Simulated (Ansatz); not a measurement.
**H5OSi3 (SMILES O1[SiH2][SiH][SiH2]1) (doublet): density, localisation and related maps**

The calculation's input:

```
basis:
  gaussian:
    orbitals: def2-TZVPD
crystal:
  periodic: [false, false, false]
  atoms:
    - {symbol: O, position_ang: [-0.108406, 1.684495, -0.374986]}
    - {symbol: Si, position_ang: [1.087595, 0.817576, 0.458275]}
    - {symbol: Si, position_ang: [1.042117, -0.773636, -1.274326]}
    - {symbol: Si, position_ang: [-0.431332, 0.959955, -1.874001]}
    - {symbol: H, position_ang: [2.333126, 1.625005, 0.632551]}
    - {symbol: H, position_ang: [0.594782, 0.404835, 1.804578]}
    - {symbol: H, position_ang: [2.242656, -1.165169, -2.080030]}
    - {symbol: H, position_ang: [-1.882477, 0.637061, -1.999188]}
    - {symbol: H, position_ang: [-0.039768, 1.847430, -3.010982]}
hamiltonian:
  xc: pbe0
output: {forces: true, orbitals: {seedname: orbitals}}
magnetization:
  spin_polarized: true
  initial_magnetization: 1
```

Run with:

```sh
ansatz run input.yaml --threads 2 --pin off --max-ram 4350MiB --events-out events.jsonl --progress --plain --runs-dir runs
```

Geometry: PBE0-D3(BJ)/def2-SVP.

Method: Ansatz, isolated molecule in a Gaussian basis; Kohn-Sham density functional theory, functional PBE0.

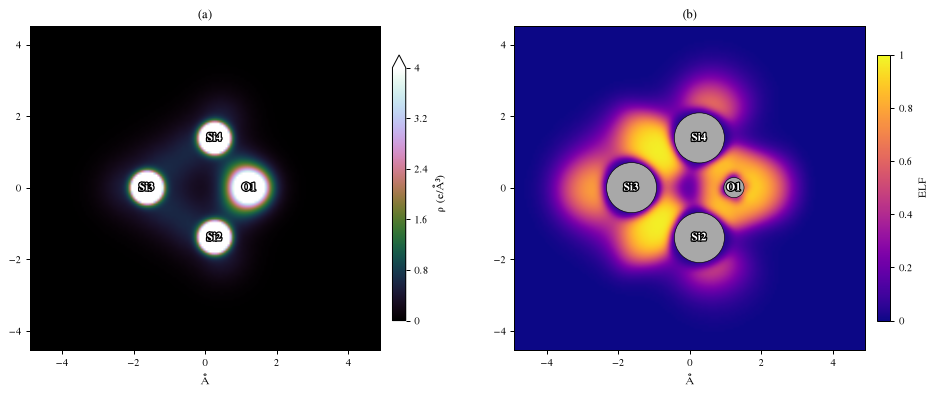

Figure 1. (a) total electron density; (b) ELF on the plane of atoms O1, Si2 and Si3. Grey discs cover the atomic cores in the ELF map.

**Describe what can be read from this map.**

Atoms in the plane: O and Si. Si–O (1.70 Å): ρ at the midpoint is about 1.1 e/Å³; the ELF peaks at about 0.85 between the atoms, as expected for a polar covalent bond. Si–Si (2.35 Å): the density is about 0.59 e/Å³ at the midpoint; the ELF peaks at about 0.95 between the atoms, as expected for a shared electron pair. The ELF also peaks beside O1, away from the bonds: non-bonding electrons, paired or unpaired.

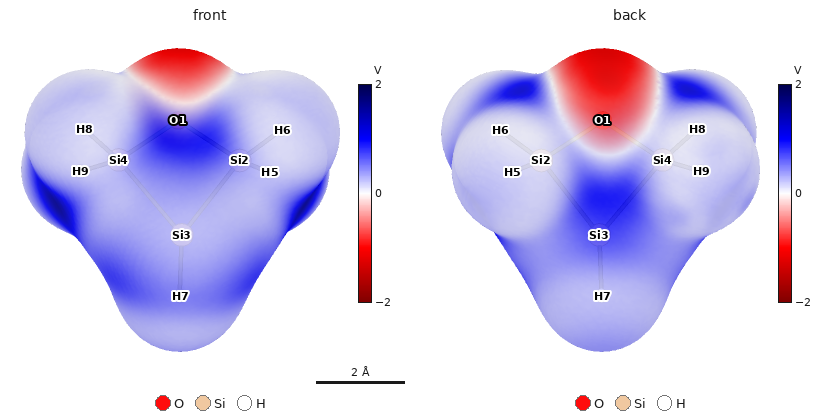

Figure 2. The molecular electrostatic potential painted on the density surface at 0.002 e/bohr³, seen from the front and from behind; red is negative and blue positive.

**Describe the electrostatic potential map.**

The most negative region (about −1.2 V, or −28 kcal/mol for a unit charge) lies over O1, the most positive (about +1.5 V, or +35 kcal/mol for a unit charge) over Si2 and Si4. O1 is the likeliest acceptor of a hydrogen bond.

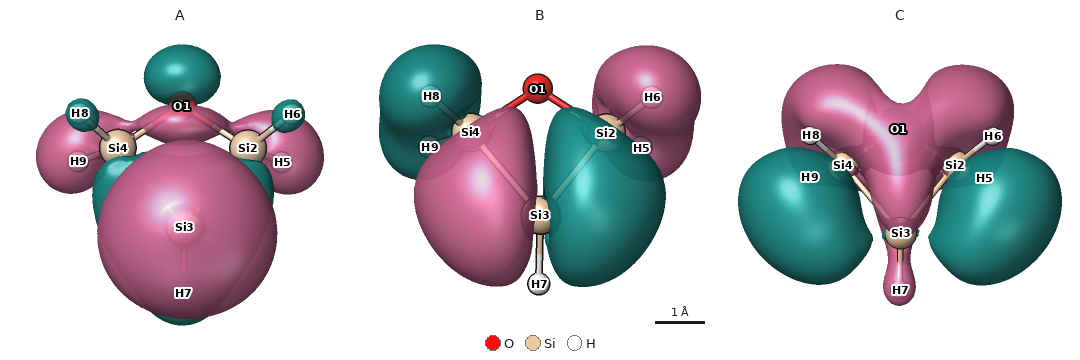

Figure 3. Three frontier orbitals at ±0.05 Å⁻³ᐟ² (teal and pink are the two phases), in no order.

**Order the three orbitals by energy and name them. All are α orbitals.**

B is the HOMO−1 (α) (−7.57 eV). It lies mainly on Si3 (about 40 %), Si2 (about 20 %) and Si4 (about 20 %). A is the HOMO (α) (−6.41 eV). It lies mainly on Si3 (about 70 %), Si2 (about 10 %) and Si4 (about 10 %). C is the LUMO (α) (−1.06 eV). Its weight (Hirshfeld) is mainly on Si2 (about 30 %), Si4 (about 30 %) and Si3 (about 15 %).

**What is the gap between the highest occupied and lowest empty α orbitals?**

5.35 eV between the orbital energies.
